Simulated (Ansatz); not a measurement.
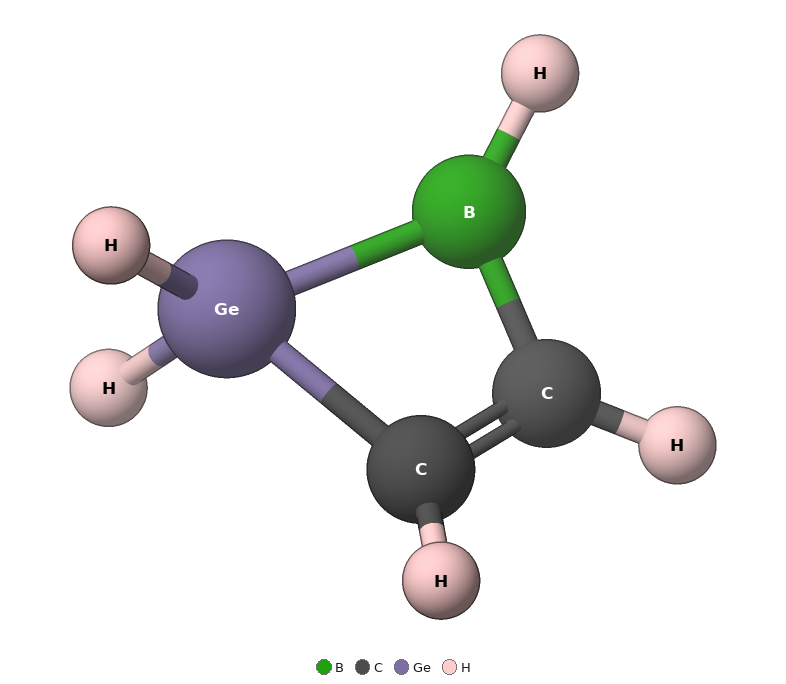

Computed geometry: PBE0-D4/def2-TZVP optimisation.

Which formula does it have?

C₂H₅BGe, 9 atoms: 2 carbon, 5 hydrogen, 1 boron and 1 germanium.

Count the bonded pairs by element.

2 C–H, 2 Ge–H, 1 C–B, 1 C–C, 1 C–Ge, 1 B–Ge, 1 B–H.

The parts below concern this one geometry. Atoms keep their numbers from picture to picture.

## Geometry

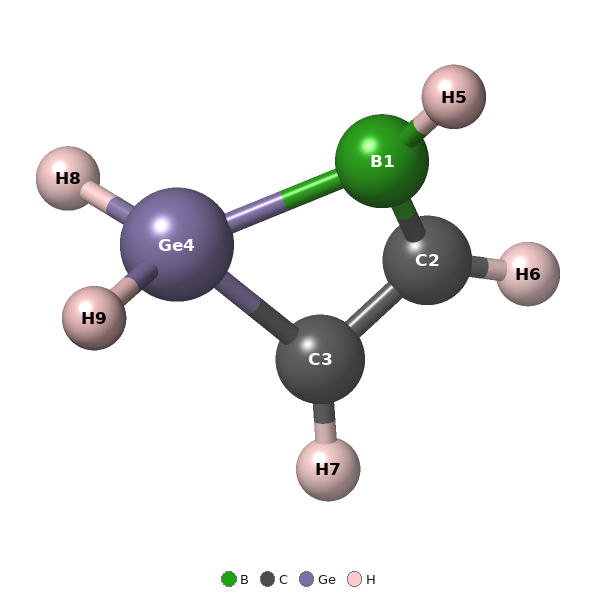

Numbered structure.

List the bonds and their lengths.

```tsv
bond	length (Å)
B1–C2	1.524
B1–Ge4	2.067
B1–H5	1.193
C2–C3	1.360
C2–H6	1.088
C3–Ge4	1.975
C3–H7	1.090
Ge4–H8	1.537
Ge4–H9	1.542
```

## Dipole moment

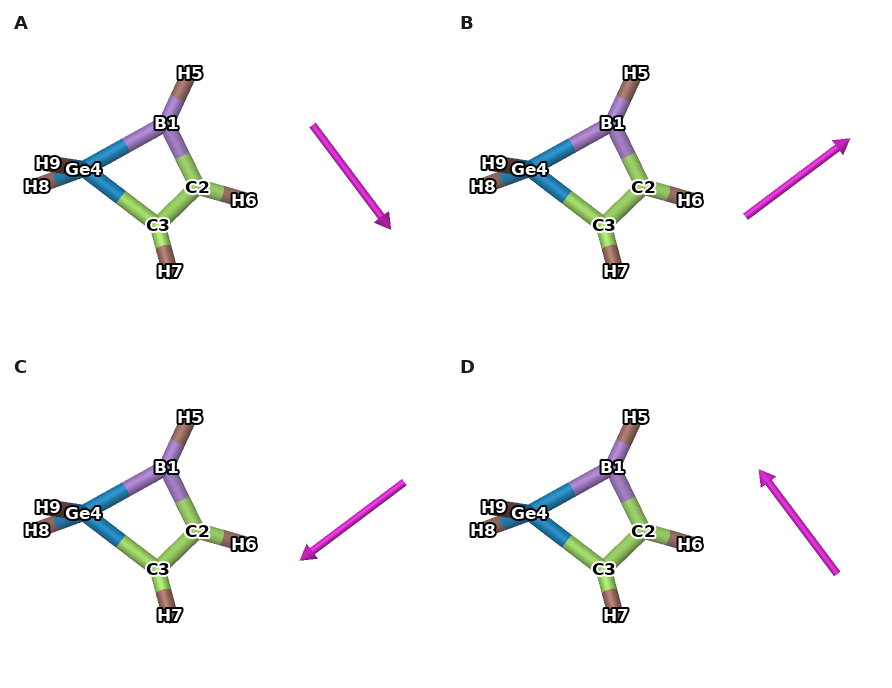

The same molecule four times, each with an arrow. Properties computed with RKS ωB97M-V/def2-TZVPP (Ansatz 0.2.0).

Which arrow points along the dipole moment, from the negative to the positive end?

A. The dipole moment is 0.90 D; it points from the side of H8, H9 to the side of H7 (the outermost atoms at the two ends).

## Vibrations

Harmonic vibrations computed with RKS PBE0-D4/def2-TZVP (Ansatz 0.2.0) at a stationary point of the same level.

List the wavenumbers.

21 modes: 111, 377, 472, 543, 589, 633, 653, 762, 849, 883, 914, 1014, 1052, 1087, 1313, 1503, 2121, 2144, 2655, 3127, 3157 cm⁻¹.

## Charges

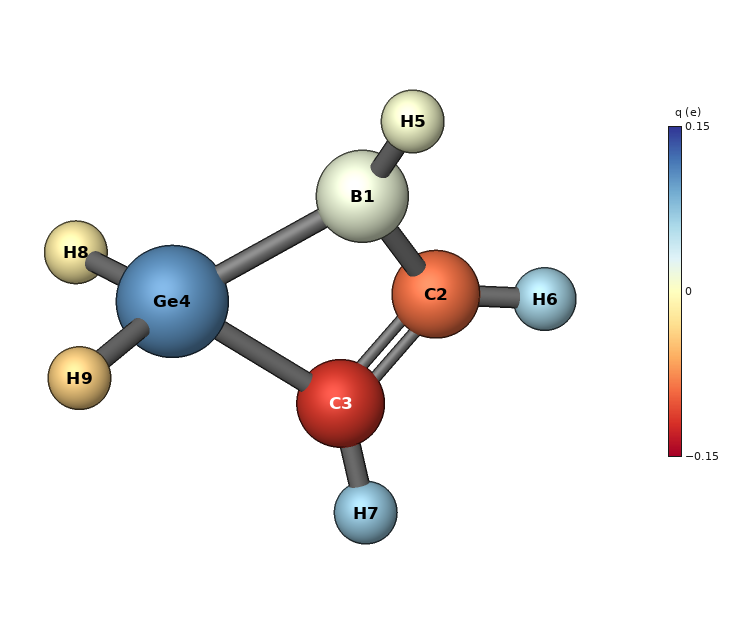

Atoms are coloured by their Mulliken charges. Method: RKS r2SCAN-D4/def2-TZVPP (Ansatz 0.2.0).

Which atom carries the highest charge (most positive or least negative)?

Ge4 (0.10 e).

And the lowest?

C3 (−0.12 e).

Give the Mulliken charges atom by atom.

```json
{"atom": "B1", "value (e)": "0.01"}
{"atom": "C2", "value (e)": "−0.09"}
{"atom": "C3", "value (e)": "−0.12"}
{"atom": "Ge4", "value (e)": "0.10"}
{"atom": "H5", "value (e)": "0.01"}
{"atom": "H6", "value (e)": "0.06"}
{"atom": "H7", "value (e)": "0.07"}
{"atom": "H8", "value (e)": "−0.02"}
{"atom": "H9", "value (e)": "−0.04"}
```

Mulliken values depend strongly on the basis set and can even reverse the polarity of a bond.
